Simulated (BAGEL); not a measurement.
# CH3NOSi (SMILES O=C=N[SiH3]): HF/6-31G(d) (density fitting with qzvpp-jkfit, spherical functions)

Aim: the energy change on altering one bond length of CH3NOSi at HF/6-31G* (density fitting with qzvpp-jkfit, spherical functions), from 2 runs. 

The results are computed with BAGEL 1.2.2.

5 further runs of the same task are left out: 4 that didn't finish, 1 set aside as unsound or not needed. Runs told in other sessions of the task aren't counted.

## Step 1: The structure to begin with

The species is CH3NOSi (7 atoms), meant as a singlet with charge 0. As SMILES, `O=C=N[SiH3]`. The shape is that of a PBE0-D4/def2-TZVP optimisation.

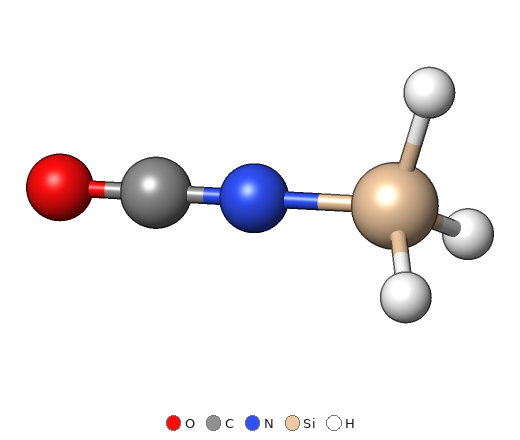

Viewed from a chosen angle; oxygen red, carbon grey, nitrogen blue, silicon light orange, hydrogen white.

## Step 2: A single-point energy at HF/6-31G(d) (density fitting with qzvpp-jkfit, spherical functions)

Contents of hf.json:

```json
{ "bagel" : [

{
  "title" : "molecule",
  "basis" : "6-31gs.json",
  "df_basis" : "qzvpp-jkfit",
  "angstrom" : true,
  "geometry" : [
    { "atom" : "O", "xyz" : [    1.158900,   -2.416100,    1.429200 ] },
    { "atom" : "C", "xyz" : [    0.716600,   -1.490800,    0.876400 ] },
    { "atom" : "N", "xyz" : [    0.264700,   -0.545500,    0.311400 ] },
    { "atom" : "Si", "xyz" : [   -0.383100,    0.810100,   -0.495400 ] },
    { "atom" : "H", "xyz" : [    0.728400,    1.598400,   -1.077200 ] },
    { "atom" : "H", "xyz" : [   -1.134700,    1.634700,    0.479400 ] },
    { "atom" : "H", "xyz" : [   -1.289500,    0.341100,   -1.569500 ] }
  ]
},
{ "title" : "hf", "charge" : 0 },
{ "title" : "print", "file" : "orbitals.molden", "orbitals" : true }

]}
```

The basis set 6-31G* is read from a file made from the Basis Set Exchange's data (not shown).

Command:

```bash
$ BAGEL_NUM_THREADS=1 BAGEL hf.json > hf.out
```

The program printed:

```text
* using 1 threads per process

  ===============================================================
  ===============================================================

  *** Geometry ***

  { "atom" : "O", "xyz" : [      2.190004,     -4.565767,      2.700797 ] },
  { "atom" : "C", "xyz" : [      1.354178,     -2.817204,      1.656156 ] },
  { "atom" : "N", "xyz" : [      0.500211,     -1.030846,      0.588461 ] },
  { "atom" : "Si", "xyz" : [     -0.723954,      1.530867,     -0.936170 ] },
  { "atom" : "H", "xyz" : [      1.376477,      3.020538,     -2.035613 ] },
  { "atom" : "H", "xyz" : [     -2.144272,      3.089135,      0.905935 ] },
  { "atom" : "H", "xyz" : [     -2.436802,      0.644586,     -2.965925 ] },

  Number of auxiliary basis functions:      411

  Since a DF basis is specified, we compute 2- and 3-index integrals:
    o Being stored without compression. Storage requirement is 0.014 GB

  Number of basis functions:       66
  Number of electrons      :       38

    * METHOD: MOLECULE                             0.12

  *** RHF ***

  === Nuclear Repulsion ===
   138.6223918367

      * DIIS with orbital gradients will be used.

  === RHF iteration (6-31gs.json) ===
      0       -457.70818829          0.02263011           0.03
      1       -457.82621570          0.01486293           0.03
      2       -457.88009272          0.00201622           0.03
      3       -457.88133254          0.00094254           0.03
      4       -457.88159591          0.00022020           0.03
      5       -457.88161123          0.00004997           0.03
      6       -457.88161247          0.00001464           0.03
      7       -457.88161261          0.00000501           0.03
      8       -457.88161262          0.00000214           0.03
      9       -457.88161262          0.00000062           0.03
     10       -457.88161262          0.00000028           0.03
     11       -457.88161262          0.00000008           0.03
     12       -457.88161262          0.00000002           0.03
     13       -457.88161262          0.00000001           0.02
    * SCF iteration converged.

    * Permanent dipole moment:
           (    0.346511,    -0.724897,     0.431726) a.u.

    * METHOD: HF                                   0.45

    * METHOD: PRINT                                0.01

  ===============================================================
```

Wall time 0.72 s (1 thread of Arm Neoverse V2, shared host).

## Step 3: The distorted shape

Contents of job.json:

```json
{ "bagel" : [

{
  "title" : "molecule",
  "basis" : "6-31gs.json",
  "df_basis" : "qzvpp-jkfit",
  "angstrom" : true,
  "geometry" : [
    { "atom" : "O", "xyz" : [    1.689674,   -3.526490,    2.092578 ] },
    { "atom" : "C", "xyz" : [    0.716600,   -1.490800,    0.876400 ] },
    { "atom" : "N", "xyz" : [    0.264700,   -0.545500,    0.311400 ] },
    { "atom" : "Si", "xyz" : [   -0.383100,    0.810100,   -0.495400 ] },
    { "atom" : "H", "xyz" : [    0.728400,    1.598400,   -1.077200 ] },
    { "atom" : "H", "xyz" : [   -1.134700,    1.634700,    0.479400 ] },
    { "atom" : "H", "xyz" : [   -1.289500,    0.341100,   -1.569500 ] }
  ]
},
{
  "title" : "hf"
},
{
  "title" : "print",
  "file" : "orbitals.molden",
  "orbitals" : true
}

]}
```

The basis set 6-31G* is read from a file made from the Basis Set Exchange's data (not shown).

Command:

```bash
$ BAGEL_NUM_THREADS=1 BAGEL job.json > job.out
```

The program printed:

```text
* using 1 threads per process

  ===============================================================
  ===============================================================

  *** Geometry ***

  { "atom" : "O", "xyz" : [      3.193021,     -6.664100,      3.954399 ] },
  { "atom" : "C", "xyz" : [      1.354178,     -2.817204,      1.656156 ] },
  { "atom" : "N", "xyz" : [      0.500211,     -1.030846,      0.588461 ] },
  { "atom" : "Si", "xyz" : [     -0.723954,      1.530867,     -0.936170 ] },
  { "atom" : "H", "xyz" : [      1.376477,      3.020538,     -2.035613 ] },
  { "atom" : "H", "xyz" : [     -2.144272,      3.089135,      0.905935 ] },
  { "atom" : "H", "xyz" : [     -2.436802,      0.644586,     -2.965925 ] },

  Number of auxiliary basis functions:      411

  Since a DF basis is specified, we compute 2- and 3-index integrals:
    o Being stored without compression. Storage requirement is 0.014 GB

  Number of basis functions:       66
  Number of electrons      :       38

    * METHOD: MOLECULE                             0.12

  *** RHF ***

  === Nuclear Repulsion ===
   117.7150645902

      * DIIS with orbital gradients will be used.

  === RHF iteration (6-31gs.json) ===
      0       -456.70403379          0.03891477           0.03
      1       -450.03382235          0.06746682           0.03
      2       -456.39842824          0.04313481           0.03
      3       -456.45659711          0.04025257           0.03
      4       -456.45779588          0.03935069           0.03
      5       -456.73347508          0.03540150           0.03
      6       -456.52188567          0.04123104           0.03
      7       -449.99884214          0.07412140           0.03
      8       -456.80879304          0.03649601           0.03
      9       -456.71626123          0.03762844           0.03
     10       -456.76041527          0.03766325           0.03
     11       -456.80068415          0.03925333           0.03
     12       -456.51827824          0.04456925           0.03
     13       -455.15962339          0.08209634           0.03
     14       -457.52547881          0.01021015           0.03
     15       -457.61905903          0.00488892           0.03
     16       -457.63319466          0.00264611           0.03
     17       -457.63737705          0.00052404           0.03
     18       -457.63750825          0.00012060           0.03
     19       -457.63752001          0.00002839           0.03
     20       -457.63752047          0.00000826           0.03
     21       -457.63752050          0.00000231           0.03
     22       -457.63752050          0.00000060           0.03
     23       -457.63752050          0.00000040           0.03
     24       -457.63752050          0.00000033           0.03
     25       -457.63752050          0.00000032           0.03
     26       -457.63752050          0.00000028           0.03
     27       -457.63752050          0.00000015           0.03
     28       -457.63752051          0.00000004           0.03
     29       -457.63752051          0.00000001           0.03
     30       -457.63752051          0.00000001           0.03
    * SCF iteration converged.

    * Permanent dipole moment:
           (    0.450053,    -0.941494,     0.561046) a.u.

    * METHOD: HF                                   0.92

    * METHOD: PRINT                                0.01

  ===============================================================
```

It took 1.2 s on 1 thread of Arm Neoverse V2, shared host.

## Step 4: Outcome

Level: HF/6-31G* (density fitting with qzvpp-jkfit, spherical functions).

```
                                                         quantity          value
                                        first shape: total energy  -457.88161 Eh
                                       first shape: dipole moment         2.32 D
                                         first shape: HOMO energy      -11.92 eV
                                         first shape: LUMO energy        3.57 eV
                                       first shape: HOMO–LUMO gap       15.49 eV
                                    distorted shape: total energy  -457.63752 Eh
                                   distorted shape: dipole moment         3.01 D
                                     distorted shape: HOMO energy      -13.09 eV
                                     distorted shape: LUMO energy        1.40 eV
                                   distorted shape: HOMO–LUMO gap       14.49 eV
energy change with the O1–C2 bond stretched from 1.165 to 2.563 Å       6.642 eV
```

**Reading.** With the O1–C2 bond stretched from 1.165 to 2.563 Å the energy rises by 6.64 eV (641 kJ/mol). The first shape isn't relaxed at this level, so the change isn't measured from a minimum. A restricted reference can't describe the breaking bond well at this length.
